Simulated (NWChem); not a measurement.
# AlHOF (SMILES [O][AlH][F]) at UHF/aug-cc-pVDZ (tol2e 1e-10)

Aim: the electronic atomisation energy of AlHOF at UHF/aug-cc-pVDZ (tol2e 1e-10), from 5 runs. 

The calculation is run with NWChem 7.3.0.

10 further runs of the same task are left out: 2 that didn't finish, 8 set aside as unsound or not needed.

**1. The structure to begin with**

AlHOF: 4 atoms, total charge 0, spin state doublet. As SMILES, `[O][AlH][F]`. Geometry: relaxed at PBE0-D4/def2-TZVP.

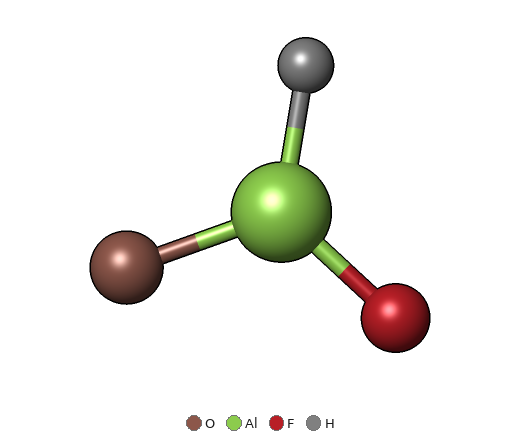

The structure, seen from a chosen angle (oxygen brown, aluminium green, fluorine red, hydrogen grey).

**2. A single-point energy at UHF/aug-cc-pVDZ (tol2e 1e-10) (run 1)**

alfho.nw

```
start alfho
title "AlFHO energy"
memory stack 880 mb heap 220 mb global 1100 mb
charge 0

geometry units angstroms noautosym nocenter noautoz
   O    -0.128300   -1.061600    1.299400
   Al    0.038200    0.026100   -0.037000
   F    -1.126500   -0.010300   -1.192200
   H     1.272100    0.985600   -0.090400
end

basis spherical bse
   * library aug-cc-pVDZ
end

scf
   nopen 1
   uhf
   thresh 1e-08
   maxiter 80
   tol2e 1e-10
   noprint "final vectors analysis"
end

task scf energy
```

Started as:

```console
$ nwchem alfho.nw > alfho.out
```

Output:

```text
[...]
  functions       =    82
[...]
  wavefunction    = UHF
[...]
         Total SCF energy =   -416.895271450578
      One electron energy =   -760.622864510428
      Two electron energy =    253.410309145852
 Nuclear repulsion energy =     90.317283913998
                       Sz =      0.5000
                 Sz(Sz+1) =      0.7500
                      S^2 =      0.7576
[...]
```

Wall time 1.8 min (1 thread of Intel Xeon Platinum 8559C (Emerald Rapids), shared host); peak memory 0.099 GiB.

**3. The Al atom (run 2)**

geom.nw

```
start geom
title "Al hf"
memory 2200 mb
charge 0

geometry noautosym nocenter noautoz
  Al    0.000000    0.000000    0.000000
end

basis "ao basis" spherical bse
  * library aug-cc-pVDZ
end

scf
  doublet
  uhf
  thresh 1e-08
  maxiter 80
  tol2e 1e-10
  print low
end

task scf energy
```

Started as:

```console
$ nwchem geom.nw > geom.out
```

Output:

```text
[...]
  functions       =    27
[...]
  wavefunction    = UHF
[...]
         Total SCF energy =   -241.874158134221
      One electron energy =   -336.610606920412
      Two electron energy =     94.736448786190
 Nuclear repulsion energy =      0.000000000000
                       Sz =      0.5000
                 Sz(Sz+1) =      0.7500
                      S^2 =      0.7683
[...]
```

Wall time 2.9 s (1 thread of Intel Xeon Platinum 8559C (Emerald Rapids), shared host); peak memory 0.096 GiB.

Run 3 isn't shown in full; the table further down has it.

**4. The H atom at the same level (run 4)**

a.nw

```
start a
title "H"
memory total 2200 mb
charge 0
geometry noautosym nocenter noautoz
   H      0.000000     0.000000     0.000000
end
basis spherical bse
   * library aug-cc-pVDZ
end
scf
   doublet
   uhf
   thresh 1e-08
   maxiter 80
   tol2e 1e-10
   print low
end
task scf energy
```

Run the same way, it converges to -0.49933 Eh (log not shown).

**5. The O atom (run 5)**

a.nw

```
start a
title "O energy"
memory stack 880 mb heap 220 mb global 1100 mb

geometry noautosym nocenter noautoz
  O     0.000000    0.000000    0.000000
end

basis spherical bse
  * library aug-cc-pVDZ
end

scf
  nopen 2
  uhf
  thresh 1e-08
  maxiter 80
  tol2e 1e-10
  print low
end

task scf energy
```

Run the same way, it converges to -74.79660 Eh (log not shown).

**6. The series**

```tsv
run	partner	energy (Eh)	⟨S²⟩	wall time
1	base	-416.895271	0.758	1.8 min
2	atoms	-241.874158	0.768	2.9 s
3	atoms	-99.381092	0.754	0.74 s
4	atoms	-0.499334	0.750	0.56 s
5	atoms	-74.796601	2.008	0.72 s
```

**7. Summary of results**

Level: UHF/aug-cc-pVDZ (tol2e 1e-10).

| quantity | value |
| --- | --- |
| O atom: total energy | -74.79660 Eh |
| O atom: ⟨S²⟩ | 2.008 |
| electronic atomisation energy | 9.363 eV |

In words: Taking the molecule apart into free atoms costs 9.36 eV (903 kJ/mol), before zero-point energy and without spin-orbit coupling. Hartree–Fock lacks the correlation of the bonding pairs, which as a rule makes this value much too low; in minimal bases other errors can mask that. All runs together took 1.9 min, the longest 1.8 min.
